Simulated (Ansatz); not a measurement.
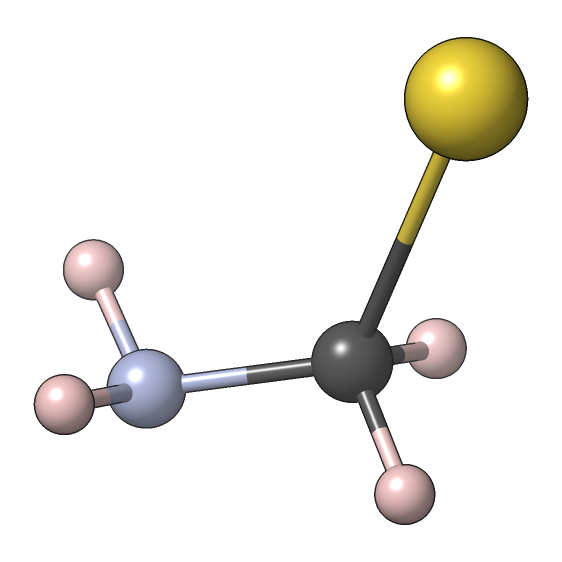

Rendered structure (ball-and-stick style). Every bond is drawn as one stick, whatever its order. Colours: nitrogen light blue, carbon dark grey, sodium yellow, hydrogen pink.

What does the picture show?

Formula CH4NNa. The point group is Cs. Coordination: 1 N trigonal pyramidal; 1 C tetrahedral.

The parts below concern this one geometry. Atoms keep their numbers from picture to picture. Computed geometry: PBE0-D4/def2-TZVP optimisation. No frequency run is at hand to confirm it as a minimum.

Geometry

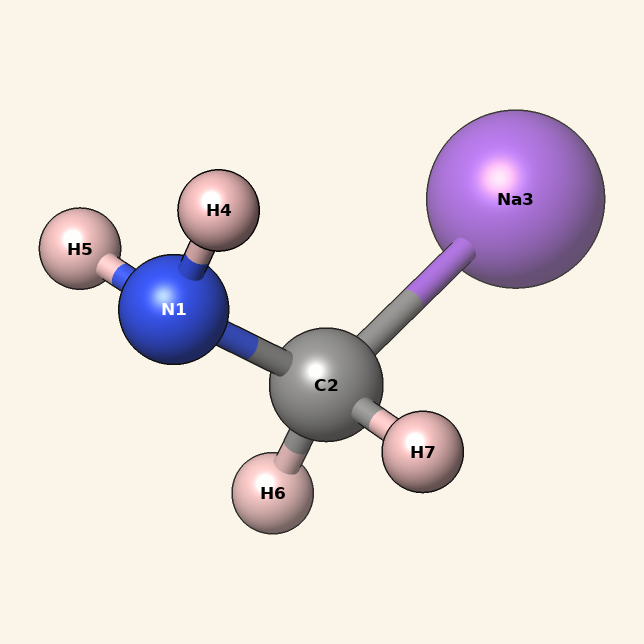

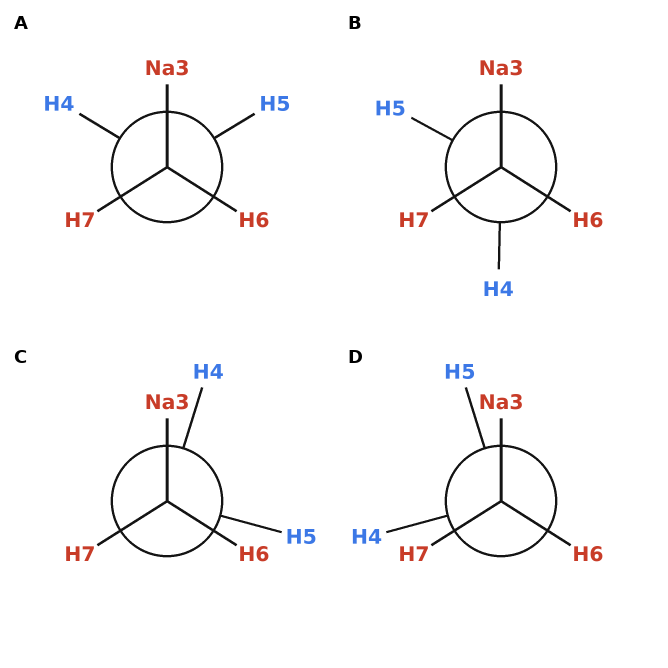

Atoms fade into the background with distance from the viewer. Bonds that would overlap in a projection are set slightly apart. No frequency run is at hand to confirm it as a minimum.

**Which Newman projection shows the view along C2–N1, with C2 in front?**

A. The torsion angle Na3–C2–N1–H4 is −59°, synclinal (gauche).

Electronic properties

No frequency run is at hand to confirm it as a minimum. Method: RKS PBE0-D4/def2-TZVPP (Ansatz 0.2.0).

Predict the main results.

- HOMO energy (Kohn–Sham orbital): −3.65 eV
- LUMO energy (Kohn–Sham orbital): −1.33 eV
- HOMO–LUMO gap: 2.32 eV
- dispersion correction: −6.9 kJ/mol

Charges

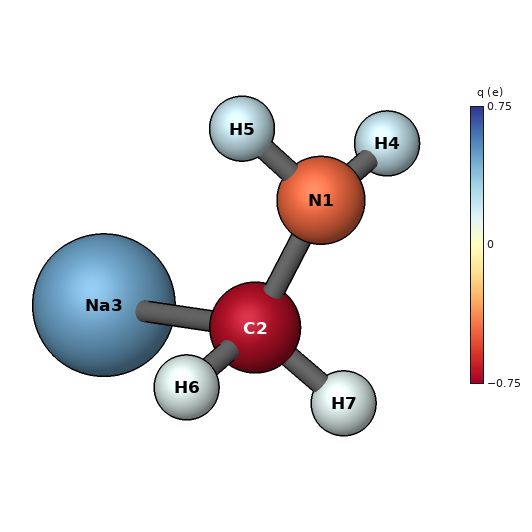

Atoms are coloured by their Mulliken charges. No frequency run is at hand to confirm it as a minimum. Method: RKS PBE0-D4/def2-TZVP (Ansatz 0.2.0).

List the Mulliken charges.

```csv
atom,value (e)
N1,−0.46
C2,−0.70
Na3,0.47
H4,0.21
H5,0.21
H6,0.13
H7,0.13
```

Dipole moment

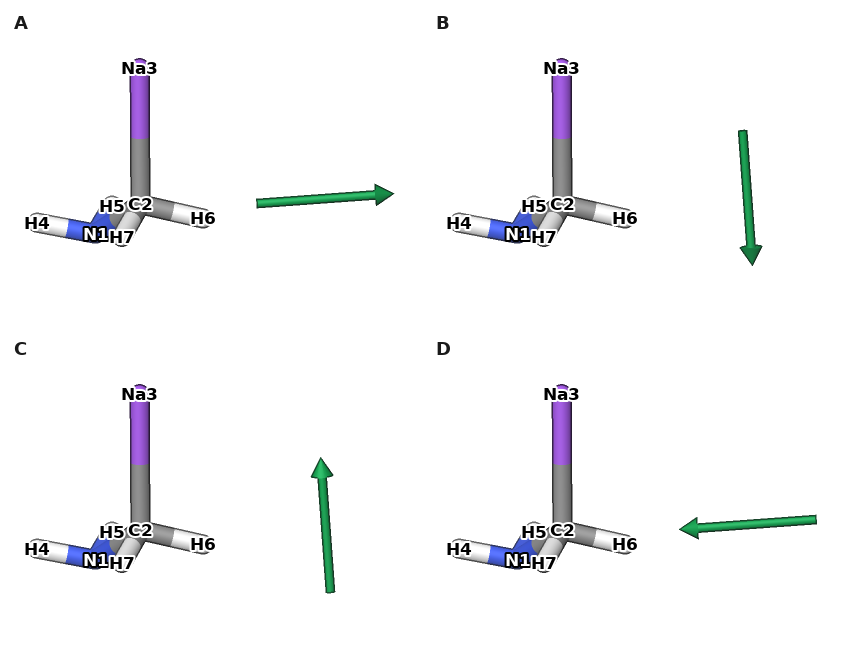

The same molecule four times, each with an arrow. No frequency run is at hand to confirm it as a minimum. Properties computed with RKS PBE0-D4/def2-TZVP (Ansatz 0.2.0).

**Which arrow points along the dipole moment, from the negative to the positive end?**

C. The dipole moment is 4.95 D; it points from the side of N1 to the side of Na3 (the outermost atoms at the two ends).

Mulliken values depend strongly on the basis set and can even reverse the polarity of a bond.
